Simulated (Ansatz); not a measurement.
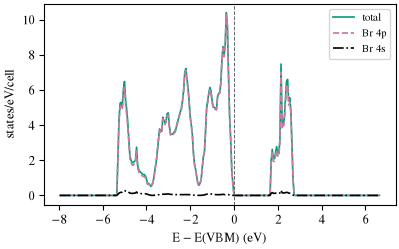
*Total and projected density of states of Br (molecular I2 type, space group No. 64), the program Ansatz at the r²SCAN+D4 level (PAW)*

Problem. Which orbitals carry the states next to the gap?

Solution. Top 1 eV of the valence band: Br 4p 99 %. Bottom 1 eV of the conduction band: Br 4p 94 %. Projections are on Löwdin-orthogonalised atomic valence shells; empty p or d shells of many metals are not among them.

Problem. Where is the tallest occupied peak in this window, and what makes it?

Solution. Near -0.3 eV, about 10 states/eV per cell; the largest projected share is Br 4p.

Space group Cmce (molecular I2 type). Symmetry was held in the r²SCAN+D4 relaxation. The substance is a gas or liquid at ambient conditions; this is its low-temperature solid. Spin–orbit coupling is left out wherever it is not named.

Potentials: the later of the program's two PAW sets.
